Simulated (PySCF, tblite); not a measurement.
**C6H5F2O2 radical: geometry, infrared bands and EPR parameters**

What infrared bands and EPR parameters should C6H5F2O2 radical (`C#C[C]1CO[C@@H](F)O[C@H]1F`) show?

Programs: tblite 0.8.0 and PySCF 2.14.0, with density-fitted response routines of our own. Each step states its level of theory. These are calculated values for one molecule in the gas phase, unless marked as measured. Atoms are numbered from 0 throughout.

## (1) Starting geometry

15 atoms, charge 0, multiplicity 2; geometry from: force field or distance geometry start.

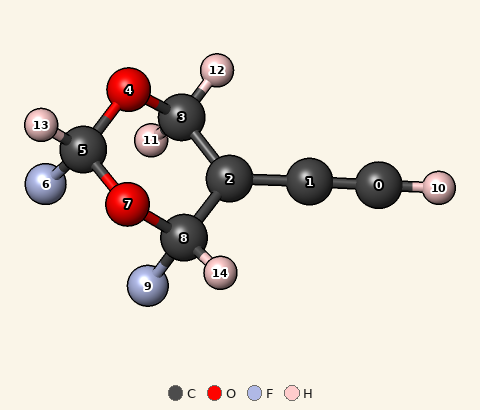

The starting geometry (carbon dark grey, oxygen red, fluorine light blue, hydrogen pink), atoms numbered.

## (2) Geometry optimisation with GFN2-xTB

What the job is given:

```
{"job": {"kind": "relax", "xc": "GFN2-xTB", "basis": "xTB"}, "charge": 0, "multiplicity": 2}
C      3.210400    -0.110900     0.609900
C      2.020600    -0.025400     0.376500
C      0.643500     0.058900     0.122500
C      0.075200     0.064200    -1.263500
O     -0.894100     1.087600    -1.356700
C     -1.899600     0.933900    -0.376100
F     -2.486100    -0.270900    -0.536200
O     -1.388400     1.054600     0.945900
C     -0.389700     0.076500     1.190700
F     -1.008700    -1.130300     1.310000
H      4.243700    -0.179400     0.807100
H     -0.377900    -0.915600    -1.497600
H      0.848400     0.255200    -1.990200
H     -2.650800     1.704400    -0.528700
H      0.049000     0.315300     2.164400
```

Started as:

```console
$ OMP_NUM_THREADS=1 python probes_run.py task.json out
```

This one command runs all jobs of the session in turn.

Log:

```text
step      E/eV     max force
  0    -894.71674    1.764
  1    -894.82715    1.619
  2    -894.82751    2.601
  3    -894.86573    0.281
  4    -894.87355    0.265
  5    -894.89341    0.283
  6    -894.89724    0.193
  7    -894.90315    0.252
  8    -894.90726    0.308
  9    -894.91153    0.185
 10    -894.91472    0.149
 11    -894.91779    0.145
 12    -894.92026    0.177
 13    -894.92216    0.141
 14    -894.92349    0.106
 15    -894.92444    0.078
 16    -894.92504    0.072
 17    -894.92532    0.031
 18    -894.92547    0.025
 19    -894.92557    0.031
 20    -894.92563    0.024
 21    -894.92568    0.018
 22    -894.92572    0.016
 23    -894.92576    0.025
 24    -894.92582    0.023
 25    -894.92587    0.017
 26    -894.92592    0.020
 27    -894.92601    0.038
 28    -894.92614    0.055
 29    -894.92630    0.053
 30    -894.92643    0.026
 31    -894.92650    0.018
 32    -894.92655    0.029
 33    -894.92661    0.035
 34    -894.92667    0.029
 35    -894.92674    0.021
 36    -894.92681    0.019
 37    -894.92687    0.029
 38    -894.92694    0.027
 39    -894.92699    0.019
 40    -894.92705    0.022
 41    -894.92712    0.025
 42    -894.92722    0.032
 43    -894.92732    0.025
 44    -894.92740    0.023
 45    -894.92747    0.023
 46    -894.92757    0.039
 47    -894.92773    0.051
 48    -894.92793    0.047
 49    -894.92810    0.028
 50    -894.92821    0.027
 51    -894.92829    0.032
 52    -894.92839    0.033
 53    -894.92849    0.027
 54    -894.92859    0.020
 55    -894.92865    0.017
 56    -894.92869    0.013
 57    -894.92872    0.012
 58    -894.92874    0.014
 59    -894.92877    0.018
 60    -894.92882    0.023
 61    -894.92890    0.026
 62    -894.92900    0.024
 63    -894.92911    0.029
 64    -894.92920    0.031
 65    -894.92929    0.037
 66    -894.92940    0.038
 67    -894.92952    0.028
 68    -894.92962    0.018
 69    -894.92967    0.013
 70    -894.92970    0.012
 71    -894.92972    0.008
```

It took 0.37 s on 1 thread of Arm Neoverse V2, shared host.

Along the way: (not every step is listed)

```csv
step,energy from step 0 (eV),largest force (eV/Å)
0,0.0000,1.7636
1,-0.1104,1.6190
2,-0.1108,2.6009
3,-0.1490,0.2808
4,-0.1568,0.2650
5,-0.1767,0.2832
6,-0.1805,0.1934
7,-0.1864,0.2518
8,-0.1905,0.3077
13,-0.2054,0.1409
18,-0.2087,0.0255
23,-0.2090,0.0248
28,-0.2094,0.0555
33,-0.2099,0.0355
38,-0.2102,0.0266
43,-0.2106,0.0251
48,-0.2112,0.0465
53,-0.2118,0.0269
58,-0.2120,0.0137
63,-0.2124,0.0289
66,-0.2127,0.0384
67,-0.2128,0.0284
68,-0.2129,0.0184
69,-0.2129,0.0128
70,-0.2130,0.0119
71,-0.2130,0.0081
```

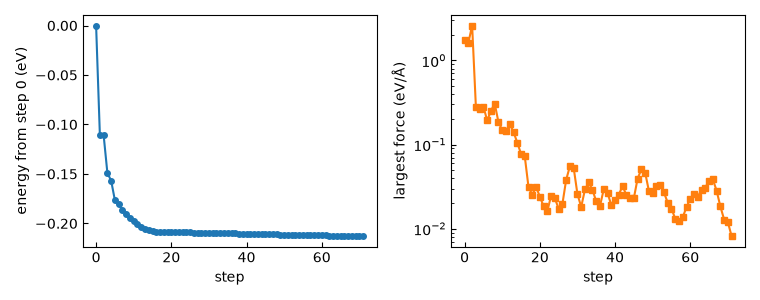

Energy and force, step by step.

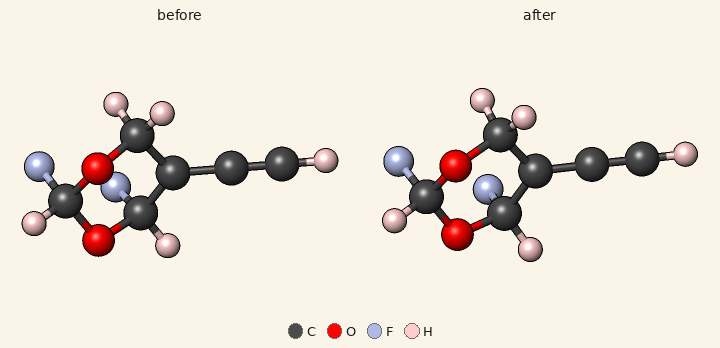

The geometry before (left) and after (right).

Close pairs (by a distance rule), those that changed most:

```csv
bond,before (Å),after (Å),change (Å)
O4–C5,1.413,1.357,-0.056
C5–O7,1.423,1.377,-0.045
C1–C2,1.403,1.363,-0.040
C5–F6,1.350,1.380,+0.031
C8–F9,1.362,1.392,+0.030
O7–C8,1.419,1.393,-0.026
C3–O4,1.413,1.431,+0.019
C3–H12,1.078,1.091,+0.013
```

The next job starts from the end point, and lists it.

## (3) Harmonic vibrations with GFN2-xTB

What the job is given:

```
{"job": {"kind": "ir", "xc": "GFN2-xTB", "basis": "xTB"}, "charge": 0, "multiplicity": 2}
C      3.162472    -0.242619     0.625747
C      1.982501    -0.090311     0.375209
C      0.658849     0.091154     0.105109
C      0.103932     0.137364    -1.277268
O     -0.988802     1.057443    -1.367490
C     -1.920217     0.873432    -0.397860
F     -2.539478    -0.346319    -0.581742
O     -1.452091     0.961195     0.894472
C     -0.353180     0.163462     1.205022
F     -0.797337    -1.121693     1.502058
H      4.181167    -0.376562     0.837561
H     -0.253663    -0.865159    -1.572134
H      0.842563     0.478278    -2.004479
H     -2.693997     1.644658    -0.509092
H      0.062866     0.553827     2.142975
```

Log:

```text
mode    cm-1     km/mol
  1      38.2      1.70
  2     108.2      0.19
  3     123.2      0.23
  4     150.0      2.23
  5     212.6     10.17
  6     314.5      2.14
  7     344.6      6.07
  8     409.2      6.62
  9     444.2      4.57
 10     469.3     15.69
 11     490.5     22.87
 12     538.6     24.37
 13     558.8      1.28
 14     628.8      8.72
 15     657.1     29.10
 16     749.0     18.38
 17     851.3     15.24
 18     885.0    118.98
 19     929.6    164.75
 20     942.1    151.31
 21     969.2     36.98
 22     993.7     42.46
 23    1072.0    194.57
 24    1109.9    247.88
 25    1176.8     27.62
 26    1204.3      5.76
 27    1229.8     29.17
 28    1261.1     12.68
 29    1266.1      9.13
 30    1273.9      4.80
 31    1305.0     75.76
 32    1362.1     18.15
 33    1418.3     11.74
 34    2118.1      4.86
 35    2816.9      8.39
 36    2923.0     18.50
 37    2957.9     15.28
 38    2989.1      9.44
 39    3389.2     28.40
```

Wall time 0.42 s (1 thread of Arm Neoverse V2, shared host).

The strongest bands and the atoms that carry them (share of the mass-weighted mode):

```csv
cm⁻¹,km/mol,atoms
885,119.0,"C8 54 %, F9 21 %"
930,164.8,"C5 39 %, F6 16 %, C3 14 %"
942,151.3,"C5 40 %, C3 23 %"
969,37.0,"C8 23 %, C3 18 %, C5 15 %"
994,42.5,"C8 21 %, H12 17 %, C3 16 %, C5 14 %"
1072,194.6,"C5 37 %, O7 30 %, C8 14 %"
1110,247.9,"O4 34 %, C5 26 %, O7 12 %, C3 10 %"
1305,75.8,"H13 43 %, C5 16 %, H14 12 %"
```

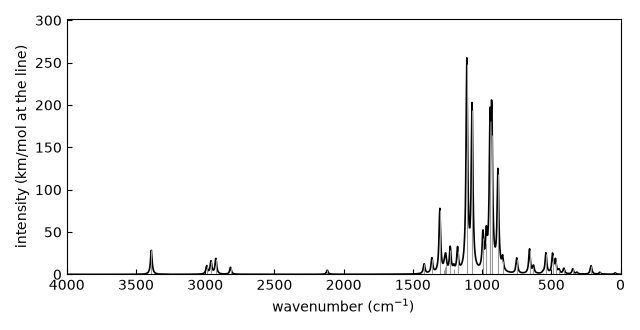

The infrared spectrum from these modes, unscaled. Lines are broadened to a width of 14 cm⁻¹ (Lorentzian).

## (4) EPR parameters: B3LYP/pcH-1

The job, as its differences from that of step 3:

```diff
@@ -1,2 +1,2 @@
-{"job": {"kind": "ir", "xc": "GFN2-xTB", "basis": "xTB"}, "charge": 0, "multiplicity": 2}
+{"job": {"kind": "epr", "basis": "pcH-1"}, "charge": 0, "multiplicity": 2}
 C      3.162472    -0.242619     0.625747
```

Method: UKS B3LYP, pcH-1 on C F H O, non-relativistic, mean-field spin-orbit, GIAO.

Log:

```text
UKS, coarse grid
  cycle   1  E = -581.48372759  |g| = 7.91e-01
  cycle   2  E = -581.22920591  |g| = 1.20e+00
  cycle   3  E = -581.68025861  |g| = 1.26e-01
  cycle   4  E = -581.68348807  |g| = 9.94e-02
  cycle   5  E = -581.68834872  |g| = 2.10e-02
  cycle   6  E = -581.68856193  |g| = 8.65e-03
  cycle   7  E = -581.68860373  |g| = 3.72e-03
  cycle   8  E = -581.68861721  |g| = 1.76e-03
  cycle   9  E = -581.68862114  |g| = 8.14e-04
UKS, final grid
  cycle   1  E = -581.68861877  |g| = 1.12e-03
  cycle   2  E = -581.68861827  |g| = 1.82e-03
  cycle   3  E = -581.68861939  |g| = 1.80e-04
  cycle   4  E = -581.68861943  |g| = 1.51e-04
  cycle   5  E = -581.68861947  |g| = 1.14e-04
  cycle   6  E = -581.68861948  |g| = 2.36e-05
E = -581.68861948 Eh   <S^2> = 0.7682 (exact 0.7500)
g shifts (ppm)      1          2          3
  rmc          -161       -161       -161
  gc             14         35         39
  oz_so         137        287        785
  total         -10        161        663
hyperfine (MHz)  atom isotope    a_iso     a_fc   dipolar eigenvalues
    0   13C      43.17      43.17    -43.47    -32.57     76.03
    1   13C     -64.83     -64.83    -20.65     -1.47     22.11
    2   13C      68.37      68.37    -62.00    -60.95    122.95
    3   13C     -27.50     -27.50     -1.48     -0.09      1.57
    4   17O      -1.69      -1.69     -5.32      2.60      2.72
    5   13C      -0.69      -0.69     -0.49     -0.47      0.97
    6   19F      -0.19      -0.19     -1.70     -1.13      2.84
    7   17O      -0.91      -0.91     -4.87      2.30      2.57
    8   13C     -20.02     -20.02     -1.19      0.25      0.94
    9   19F     141.44     141.44    -72.73    -69.25    141.98
   10    1H     -40.75     -40.75    -19.16     -1.84     21.00
   11    1H      94.43      94.43     -4.54     -1.68      6.22
   12    1H      25.59      25.59     -3.34     -3.05      6.39
   13    1H       3.01       3.01     -1.09     -0.99      2.08
   14    1H       9.30       9.30     -4.02     -2.65      6.67
```

Run time: 93 s. Hardware: 1 thread of Arm Neoverse V2, shared host; peak memory 1 GiB.

Principal g values 2.00231, 2.00248, 2.00298; g(iso) = 2.00259, against 2.00232 for a free electron.

Hyperfine couplings, nucleus by nucleus at this fixed geometry (no averaging over rotations):

```csv
nuclei,isotope,a(iso) (MHz),"a(iso) (G, at g = 2.0023)",largest dipolar term (MHz)
F9,19F,141.4,50.5,142.0
H11,1H,94.4,33.7,6.2
C2,13C,68.4,24.4,122.9
C1,13C,-64.8,-23.1,22.1
C0,13C,43.2,15.4,76.0
H10,1H,-40.7,-14.5,21.0
C3,13C,-27.5,-9.8,1.6
H12,1H,25.6,9.1,6.4
C8,13C,-20.0,-7.1,-1.2
H14,1H,9.3,3.3,6.7
H13,1H,3.0,1.1,2.1
O4,17O,-1.7,-0.6,-5.3
O7,17O,-0.9,-0.3,-4.9
C5,13C,-0.7,-0.2,1.0
```

Mulliken spin populations:

C0 0.53; C1 -0.25; C2 0.72; C3 -0.05; O4 0.01; C5 0.00; F6 0.00; O7 0.01; C8 -0.03; F9 0.03; H10 -0.02; H11 0.04; H12 0.01; H13 0.00; H14 0.00

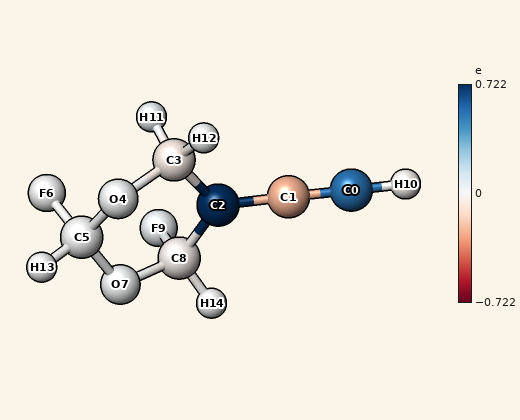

Mulliken spin populations, as colours on the atoms.

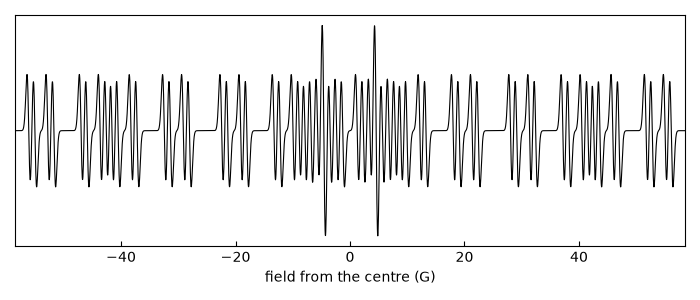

First-order isotropic spectrum (first derivative, main isotopes with spin only, couplings over 0.8 MHz, Gaussian width 0.3 G; couplings of the frozen geometry, rotation of groups not averaged beyond the rows shown).

Orbitals, density, ELF and potential are computed afterwards from the orbital file.

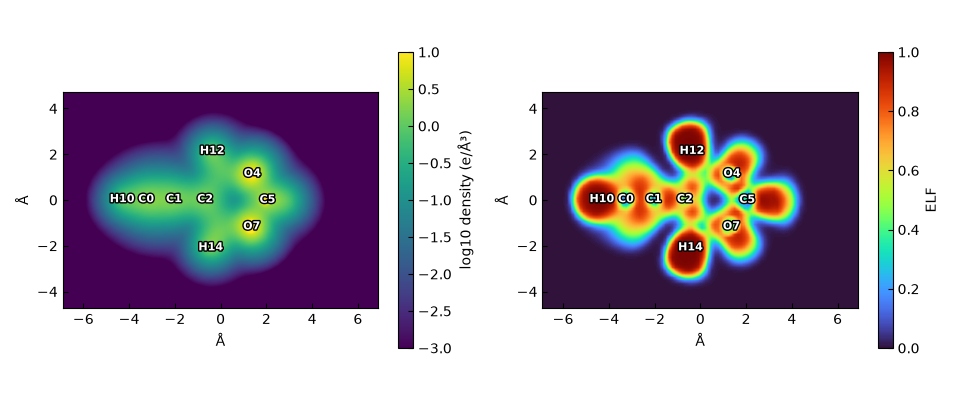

Density (left) and ELF (right) in a plane through or near 9 of the atoms.

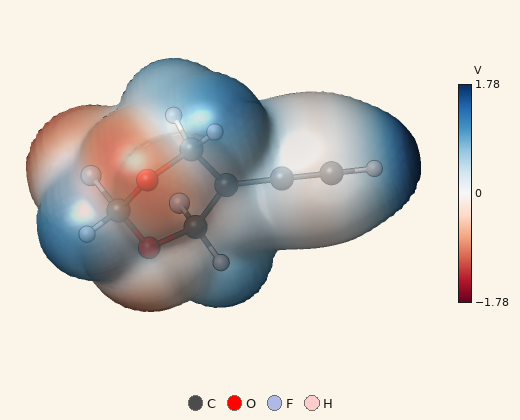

The potential that a unit positive charge feels on the 0.002 e/bohr³ surface, from -1.25 V near F9 to 1.78 V near H10.

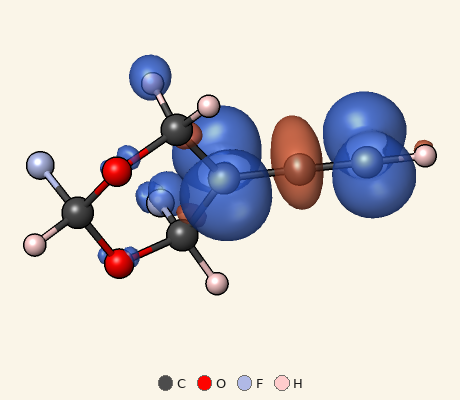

Spin density at ±0.03 e/Å³ (alpha excess blue, beta excess red).

## (5) Results

| quantity | value |
| --- | --- |
| strongest single infrared mode (GFN2-xTB) | 1110 cm⁻¹, 248 km/mol |
| zero-point energy (GFN2-xTB) | 61.0 kcal/mol |
| g(iso) (B3LYP) | 2.00259 |
| ⟨S²⟩ | 0.768 (exact 0.75) |
| largest a(iso) | 19F on F9, 141.4 MHz |
| surface potential, least and greatest | -1.25 V and 1.78 V |

Relaxing lowered the energy by 0.213 eV in 71 steps; the close pair that moved most is O4–C5, from 1.413 to 1.357 Å. All 39 modes are real, so the xTB geometry is a minimum. The strongest single mode, at 1110 cm⁻¹, is carried by O4, C5, O7, C3. Unscaled tight-binding wavenumbers are off by several per cent, some by more. Its intensities can rank the bands wrongly. The largest spin populations lie on C2 (0.72 e), C0 (0.53 e). The isotropic g lies 0.3 ppt above the free-electron value.
